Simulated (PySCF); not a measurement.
C$_{5}$H$_{7}$F$_{3}$

Input

```
{"job": {"kind": "nmr", "xc": "PBE0", "basis": "pcSseg-1"}, "charge": 0, "multiplicity": 1}
C     -2.029007    -0.686338    -0.592864
C     -0.864978     0.265789    -0.356423
C      0.141982    -0.330385     0.637577
C      1.258186     0.620725     0.910658
F      0.929600     1.708574     1.636075
C      2.507806     0.501496     0.483022
F      2.927895    -0.534732    -0.238491
F      3.501900     1.350514     0.704476
H     -2.552734    -0.890329     0.338123
H     -1.676262    -1.629581    -1.003433
H     -2.735239    -0.250145    -1.294120
H     -0.357866     0.469366    -1.301483
H     -1.238652     1.212502     0.037710
H      0.552587    -1.259712     0.242916
H     -0.369631    -0.539754     1.580068
```

Run with:

```sh
OMP_NUM_THREADS=1 python probes_run.py task.json out
```

Geometry: GFN2-xTB.

The calculation used PBE0/pcSseg-1, SCF density, gas phase, non-relativistic in PySCF 2.14.0.

> What can the converged electron density and electron localisation function tell about the bonding?

C–F (1.33 Å): the density is about 2.4 e/Å³ at the midpoint; the ELF peaks at about 0.85 between the atoms: a shared but strongly polarised pair.
C–C (1.33 Å): the density is about 2.3 e/Å³ at the midpoint; the ELF peaks at about 0.90 between the atoms (a multiple bond).
C–H (1.09 Å): ρ is about 2 e/Å³ halfway; the ELF climbs to about 1 towards the hydrogen, as it does in any bond to H; an ordinary covalent bond to hydrogen.
C–C (1.49 Å): ρ is about 1.8 e/Å³ halfway; the ELF peaks at about 0.95 between the atoms; localised, covalent bonding.

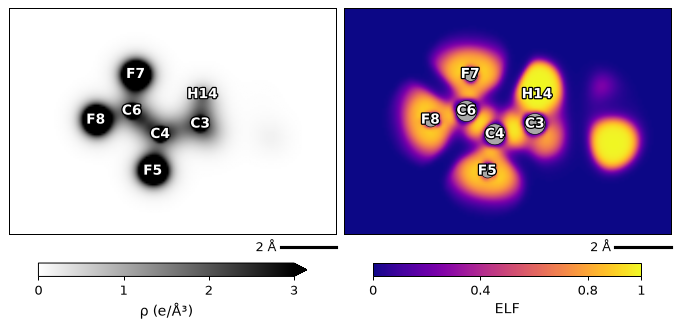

Computed electron density and electron localisation function on the plane of atoms C4, C6 and F7, in this order. Grey discs cover the atomic cores in the ELF map. 
